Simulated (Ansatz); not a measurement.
**InBr2 radical: geometry and vibrations**

The task is to find a stationary geometry of InBr2 radical, then compute its harmonic vibrations to see whether it is a minimum and to get the zero-point energy and entropy, and look at its orbitals and charge.

Program: Ansatz 0.2.0, Gaussian basis. Level of theory: UKS PBE0-D4/def2-TZVP. These are calculated values, not measurements.

Plan: relaxation at PBE-D4/def2-SVP; relaxation at PBE0-D4/def2-TZVP; harmonic vibrations at the same level; a single point in def2-TZVPP for the fields.

**1. Starting geometry**

SMILES `[Br][In][Br]`, 3 atoms, charge 0, spin multiplicity 2.

Atoms are counted from 1 here; the program's logs count them from 0.

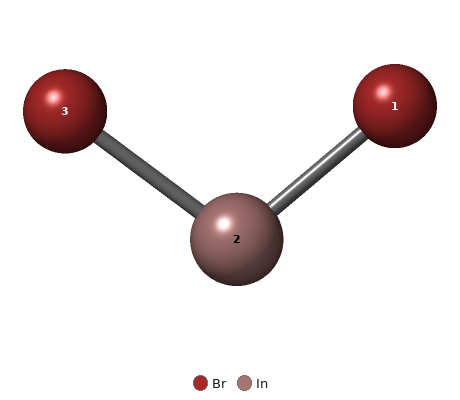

The starting geometry (bromine red, indium brown); atoms are numbered from 1 in the order of the file.

Coordinates:

```xyz
3

Br    0.3989    2.0298    0.4302
In   -0.9734    0.0244   -0.5271
Br    0.5635   -2.1191    0.0837
```

The start is a force-field geometry with small random shifts, so a cheaper pass at PBE-D4/def2-SVP comes first. In takes the def2 core potential; no spin-orbit term is included.

**2. Relaxation at PBE-D4/def2-SVP (cheap first pass)**

File in.yaml:

```yaml
crystal:
  periodic: [false, false, false]
  atoms:
    - {symbol: Br, position_ang: [0.398900, 2.029800, 0.430200]}
    - {symbol: In, position_ang: [-0.973400, 0.024400, -0.527100]}
    - {symbol: Br, position_ang: [0.563500, -2.119100, 0.083700]}
basis:
  gaussian: {orbitals: def2-SVP}
magnetization: {spin_polarized: true, initial_magnetization: 1}
hamiltonian: {xc: pbe, dispersion: d4}
relax: {f_tol: 0.03, max_steps: 200}
```

The run is started by

```
ansatz run in.yaml --threads 4 --pin off --events-out ev --progress --plain --max-ram 10444MiB
```

The log of the run, cut to the lines that bear on the results:

```text
Functional definition: PBE
  name "PBE"
  cite "Perdew, Burke & Ernzerhof, Phys. Rev. Lett. 77, 3865 (1996) doi:10.1103/PhysRevLett.77.3865"
  parent pbe
[...]
1006 factors; their error is unknown
[...]
mean field -145230.92667710 eV, -5337.1381143256 hartree, gradient 1.1e-5 eV, S^2 0.752069; 10 other end points of the search recorded, 0 dependent functions left out
[...]
reference -145230.92671208 eV, -5337.1381156111 hartree; 46, 45 occupied and 44, 45 virtual orbitals, 1006 factors
relax step   1: F+E_penalty+E_count = -145231.02621826 eV  Δ(F+E_penalty+E_count) = +0.000e0 eV  max|allowed force component| = 8.990e-1 eV/Å  Δτ_max = 0.0000 Å  (265 SCF iters, accepted)
[...]
relax step   3: F+E_penalty+E_count = -145231.18358983 eV  Δ(F+E_penalty+E_count) = -1.528e-2 eV  max|allowed force component| = 3.285e-2 eV/Å  Δτ_max = 0.0753 Å  (30 SCF iters, accepted)
[...]
relax step   4: F+E_penalty+E_count = -145231.18384421 eV  Δ(F+E_penalty+E_count) = -2.544e-4 eV  max|allowed force component| = 3.152e-3 eV/Å  Δτ_max = 0.0128 Å  (26 SCF iters, accepted)
1006 factors; their error is unknown
[...]
mean field -145231.08935862 eV, -5337.1440927613 hartree, gradient 6.3e-5 eV, S^2 0.751872; 5 other end points of the search recorded, 0 dependent functions left out
[...]
reference -145231.08939437 eV, -5337.1440940749 hartree; 46, 45 occupied and 44, 45 virtual orbitals, 1006 factors
Total energy: -145231.18387995 eV, -5337.1475663562 hartree
Atom 0 at     0.284065     2.201434     0.385768 Å, force     0.001063     0.003025     0.000896 eV/Å
Atom 1 at    -0.736302    -0.013321    -0.402082 Å, force    -0.002393     0.000127    -0.001288 eV/Å
Atom 2 at     0.441237    -2.253013     0.003114 Å, force     0.001330    -0.003152     0.000392 eV/Å
Dipole moment:    -0.376839     0.004277    -0.204552 e Å
```

It took 6.5 s on 4 threads of Intel Xeon Platinum 8488C, shared host.

The steps of the relaxation:

| step | energy from step 1 (eV) | largest force component (eV/Å) |
| --- | --- | --- |
| 1 | 0.0000 | 0.8990 |
| 2 | -0.1421 | 0.2982 |
| 3 | -0.1574 | 0.0329 |
| 4 | -0.1576 | 0.0032 |

Close pairs (by a distance rule), those that changed most:

| bond | before (Å) | after (Å) | change (Å) |
| --- | --- | --- | --- |
| In2–Br3 | 2.707 | 2.563 | -0.145 |
| Br1–In2 | 2.612 | 2.563 | -0.049 |

**3. Geometry optimisation, PBE0-D4/def2-TZVP**

File in.yaml:

```yaml
crystal:
  periodic: [false, false, false]
  atoms:
    - {symbol: Br, position_ang: [0.284065, 2.201434, 0.385768]}
    - {symbol: In, position_ang: [-0.736302, -0.013321, -0.402082]}
    - {symbol: Br, position_ang: [0.441237, -2.253013, 0.003114]}
basis:
  gaussian: {orbitals: def2-TZVP}
magnetization: {spin_polarized: true, initial_magnetization: 1}
hamiltonian: {xc: pbe0, dispersion: d4}
relax: {f_tol: 0.005, max_steps: 150}
```

The command is unchanged.

The log of the run, cut to the lines that bear on the results:

```text
Functional definition: PBE0
  name "PBE0"
  cite "Adamo & Barone, J. Chem. Phys. 110, 6158 (1999) doi:10.1063/1.478522"
  cite "Perdew, Burke & Ernzerhof, Phys. Rev. Lett. 77, 3865 (1996) doi:10.1103/PhysRevLett.77.3865"
  parent pbe
[...]
1209 factors; integrals over basis functions are off by at most 1.8e-4 eV
[...]
mean field -145253.06549415 eV, -5337.9517008461 hartree, gradient 2.0e-5 eV, S^2 0.755383; 0 other end points of the search recorded, 0 dependent functions left out
[...]
reference -145253.06552271 eV, -5337.9517018957 hartree; 46, 45 occupied and 100, 101 virtual orbitals, 1209 factors
relax step   1: F+E_penalty+E_count = -145253.14766971 eV  Δ(F+E_penalty+E_count) = +0.000e0 eV  max|allowed force component| = 4.176e-1 eV/Å  Δτ_max = 0.0000 Å  (32 SCF iters, accepted)
[...]
relax step   3: F+E_penalty+E_count = -145253.17701765 eV  Δ(F+E_penalty+E_count) = -1.397e-3 eV  max|allowed force component| = 1.399e-2 eV/Å  Δτ_max = 0.0134 Å  (36 SCF iters, accepted)
[...]
relax step   4: F+E_penalty+E_count = -145253.17706384 eV  Δ(F+E_penalty+E_count) = -4.619e-5 eV  max|allowed force component| = 1.682e-3 eV/Å  Δτ_max = 0.0042 Å  (28 SCF iters, accepted)
1209 factors; integrals over basis functions are off by at most 1.7e-4 eV
mean field -145253.09312658 eV, -5337.9527163192 hartree, gradient 2.4e-5 eV, S^2 0.754617; 1 other end points of the search recorded, 0 dependent functions left out
[...]
reference -145253.09315501 eV, -5337.9527173638 hartree; 46, 45 occupied and 100, 101 virtual orbitals, 1209 factors
Total energy: -145253.17709227 eV, -5337.9558020013 hartree
Atom 0 at     0.282838     2.140927     0.378741 Å, force     0.000009    -0.001680    -0.000171 eV/Å
Atom 1 at    -0.729576    -0.013397    -0.398431 Å, force     0.000100    -0.000001     0.000054 eV/Å
Atom 2 at     0.435738    -2.192429     0.006490 Å, force    -0.000109     0.001682     0.000117 eV/Å
Dipole moment:    -0.420491     0.004771    -0.228247 e Å
```

It took 13 s on 4 threads of Intel Xeon Platinum 8488C, shared host; peak memory 0.58 GiB.

Step by step:

| step | energy from step 1 (eV) | largest force component (eV/Å) |
| --- | --- | --- |
| 1 | 0.0000 | 0.4176 |
| 2 | -0.0279 | 0.1118 |
| 3 | -0.0293 | 0.0140 |
| 4 | -0.0294 | 0.0017 |

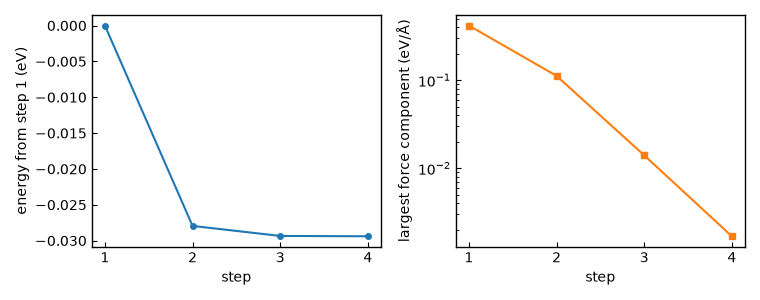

Energy and force, step by step.

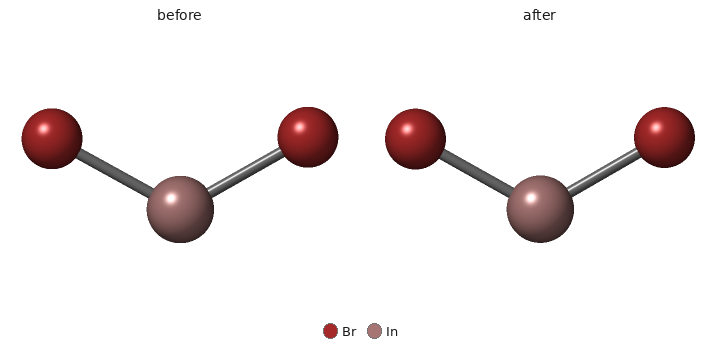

The geometry before (left) and after (right).

Close pairs (by a distance rule), those that changed most:

| bond | before (Å) | after (Å) | change (Å) |
| --- | --- | --- | --- |
| Br1–In2 | 2.563 | 2.504 | -0.059 |
| In2–Br3 | 2.563 | 2.504 | -0.059 |

Mulliken charges of the relaxed molecule (report file):

| atom | value (e) |
| --- | --- |
| Br1 | -0.33 |
| In2 | 0.67 |
| Br3 | -0.33 |

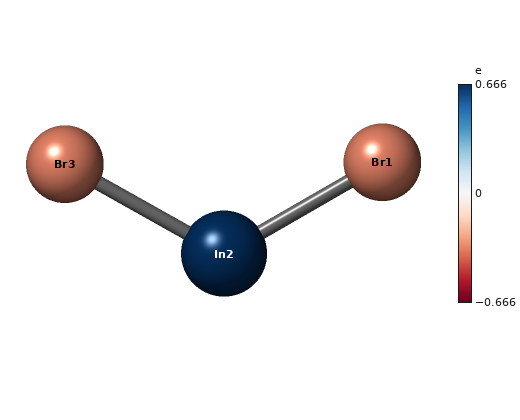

Mulliken charges of the relaxed molecule (report file), as colours on the atoms.

**4. Harmonic vibrations**

File in.yaml:

```yaml
crystal:
  periodic: [false, false, false]
  atoms:
    - {symbol: Br, position_ang: [0.282838, 2.140927, 0.378741]}
    - {symbol: In, position_ang: [-0.729576, -0.013397, -0.398431]}
    - {symbol: Br, position_ang: [0.435738, -2.192429, 0.006490]}
basis:
  gaussian: {orbitals: def2-TZVP}
magnetization: {spin_polarized: true, initial_magnetization: 1}
hamiltonian: {xc: pbe0, dispersion: d4}
phonons: {temperatures: {t_min: 298.15, t_max: 900, t_step: 200}}
```

Launched as before.

The log of the run, cut to the lines that bear on the results:

```text
Functional definition: PBE0
  name "PBE0"
  cite "Adamo & Barone, J. Chem. Phys. 110, 6158 (1999) doi:10.1063/1.478522"
  cite "Perdew, Burke & Ernzerhof, Phys. Rev. Lett. 77, 3865 (1996) doi:10.1103/PhysRevLett.77.3865"
  parent pbe
[...]
1213 factors; integrals over basis functions are off by at most 1.6e-4 eV
[...]
mean field -145253.09312658 eV, -5337.9527163192 hartree, gradient 1.8e-5 eV, S^2 0.754617; 0 other end points of the search recorded, 0 dependent functions left out
[...]
reference -145253.09315501 eV, -5337.9527173638 hartree; 46, 45 occupied and 100, 101 virtual orbitals, 1213 factors
[...]
1213 factors; integrals over basis functions are off by at most 1.6e-4 eV
mean field -145253.09311934 eV, -5337.9527160532 hartree, gradient 2.1e-6 eV, S^2 0.754624; 0 other end points of the search recorded, 0 dependent functions left out
[...]
reference -145253.09313442 eV, -5337.9527166074 hartree; 46, 45 occupied and 100, 101 virtual orbitals, 1213 factors
[...]
1213 factors; integrals over basis functions are off by at most 1.6e-4 eV
mean field -145253.09310715 eV, -5337.9527156052 hartree, gradient 1.0e-6 eV, S^2 0.754625; 0 other end points of the search recorded, 0 dependent functions left out
[...]
reference -145253.09313558 eV, -5337.9527166498 hartree; 46, 45 occupied and 100, 101 virtual orbitals, 1213 factors
Total energy: -145253.17709227 eV, -5337.9558020014 hartree
Atom 0 at     0.282838     2.140927     0.378741 Å, force     0.000010    -0.001679    -0.000171 eV/Å
Atom 1 at    -0.729576    -0.013397    -0.398431 Å, force     0.000098    -0.000001     0.000053 eV/Å
Atom 2 at     0.435738    -2.192429     0.006490 Å, force    -0.000108     0.001680     0.000118 eV/Å
Dipole moment:    -0.420491     0.004770    -0.228247 e Å
Vibrations: 55.28 209.14 250.84 cm⁻¹, zero-point energy 0.031942 eV
```

Wall time 15 s (4 threads of Intel Xeon Platinum 8488C, shared host); peak memory 0.57 GiB.

Motions are named by where the mode's potential energy lies. The modes, unscaled (a negative number is an imaginary wavenumber):

| mode | cm⁻¹ | motion |
| --- | --- | --- |
| 1 | 55 | bend |
| 2 | 209 | In–Br stretch |
| 3 | 251 | In–Br stretch |

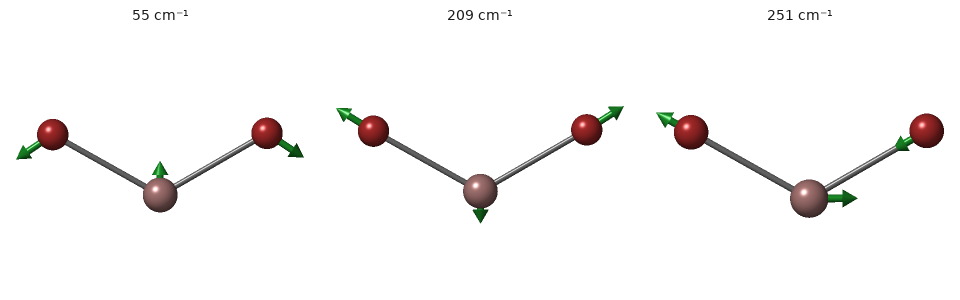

Displacements of 3 modes, as arrows.

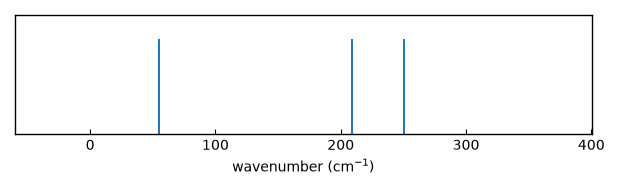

The harmonic wavenumbers as sticks (no intensities were computed).

From these modes and the moments of inertia (298.15 K, 1 bar, symmetry number 2):

| term | value |
| --- | --- |
| zero-point energy | 3.1 kJ/mol |
| H(298) − E | 17.9 kJ/mol |
| entropy, electronic degeneracy | 5.8 J/(mol K) |
| entropy, translation | 178.9 J/(mol K) |
| entropy, rotation | 117.7 J/(mol K) |
| entropy, vibration | 35.1 J/(mol K) |
| entropy, total | 337.4 J/(mol K) |

**5. A single point for the fields**

Edit in.yaml of step 4 so:

```diff
@@ -7,5 +7,5 @@
 basis:
-  gaussian: {orbitals: def2-TZVP}
+  gaussian: {orbitals: def2-TZVPP}
 magnetization: {spin_polarized: true, initial_magnetization: 1}
 hamiltonian: {xc: pbe0, dispersion: d4}
-phonons: {temperatures: {t_min: 298.15, t_max: 900, t_step: 200}}
+output: {orbitals: {seedname: orbitals}}
```

The command is unchanged.

The log of the run:

```text
Functional definition: PBE0
  name "PBE0"
  cite "Adamo & Barone, J. Chem. Phys. 110, 6158 (1999) doi:10.1063/1.478522"
  cite "Perdew, Burke & Ernzerhof, Phys. Rev. Lett. 77, 3865 (1996) doi:10.1103/PhysRevLett.77.3865"
  parent pbe
  parameter a = 0.25
  parameter kappa = 0.804
  parameter beta = 0.06672455060314922
  exchange = (1 - a)*pbe_x(kappa = kappa, mu = beta*pi^2/3) + a*exact_x
  correlation = pbe_c(beta = beta)
1139 factors; integrals over basis functions are off by at most 8.3e-4 eV
mean field evaluation 1: about -145251.9908 eV, gradient 1.2e1 eV
mean field evaluation 2: about -145251.2547 eV, gradient 1.8e1 eV
mean field evaluation 4: about -145253.0557 eV, gradient 5.0e-1 eV
mean field evaluation 8: about -145253.0931 eV, gradient 6.0e-2 eV
mean field evaluation 16: about -145253.0931 eV, gradient 1.0e-4 eV
mean field -145253.09312241 eV, -5337.9527161659 hartree, gradient 2.7e-5 eV, S^2 0.754617; 0 other end points of the search recorded, 0 dependent functions left out
reference -145253.09315084 eV, -5337.9527172105 hartree; 46, 45 occupied and 100, 101 virtual orbitals, 1139 factors
Total energy: -145253.17708810 eV, -5337.9558018481 hartree
```

It took 2.5 s on 4 threads of Intel Xeon Platinum 8488C, shared host; peak memory 0.53 GiB.

Orbitals, density, ELF and potential are computed afterwards from the orbital file.

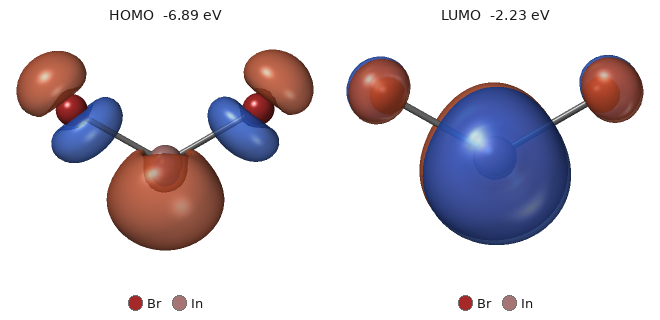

PBE0-D4/def2-TZVPP orbitals (alpha spin) near the gap, drawn at the value that encloses 70 % of each; the two colours are the two signs.

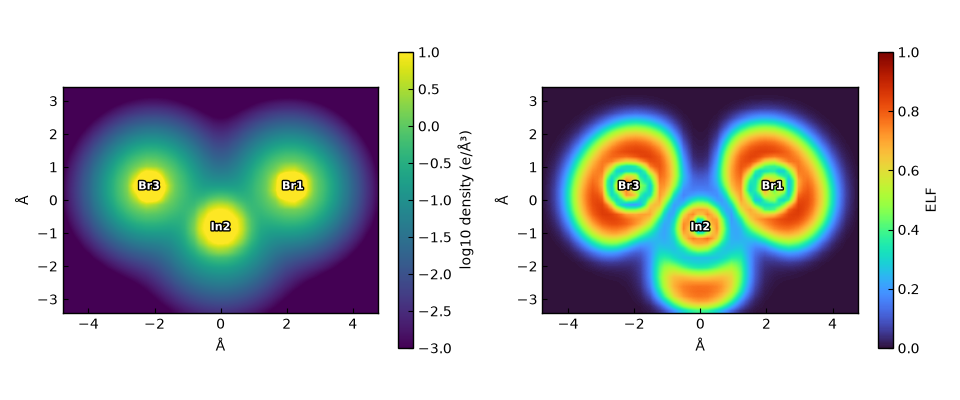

Density (left) and ELF (right) in a plane through or near 3 of the atoms.

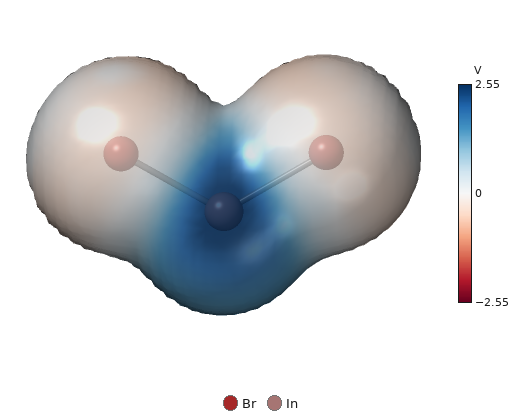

The potential that a unit positive charge feels on the 0.002 e/bohr³ surface, from -0.47 V near Br3 to 2.55 V near In2.

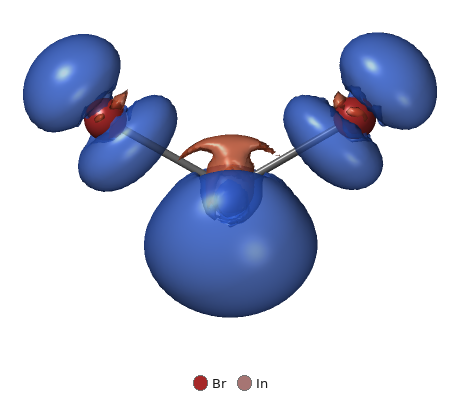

Spin density at ±0.01 e/Å³ (alpha excess blue, beta excess red).

**6. What came out**

```
                  quantity            value
               point group              C2v
                     steps            4 + 4
shift from the start (rms)          0.211 Å
              total energy  -145253.1771 eV
           dispersion term          -84 meV
             dipole moment           2.30 D
lowest, highest wavenumber     55, 251 cm⁻¹
         zero-point energy       3.1 kJ/mol
       entropy at 298.15 K  337.4 J/(mol K)
   HOMO, LUMO (alpha spin)  -6.89, -2.23 eV
```

The relaxed geometry lies 0.21 Å (rms) from the start; the bond that changed most is In2–Br3, from 2.707 to 2.504 Å. All wavenumbers are real, so the end point is a minimum. The stiffest mode, 251 cm⁻¹, is an In–Br stretch. The largest Mulliken charge, +0.67 e, sits on In2. The alpha HOMO lies mostly on In2 55 %; Br1, Br3 about 23 % each and the LUMO on In2 82 %; Br1, Br3 about 9 % each. The unpaired spin sits mainly on In2 59 %; Br1, Br3 about 20 % each.
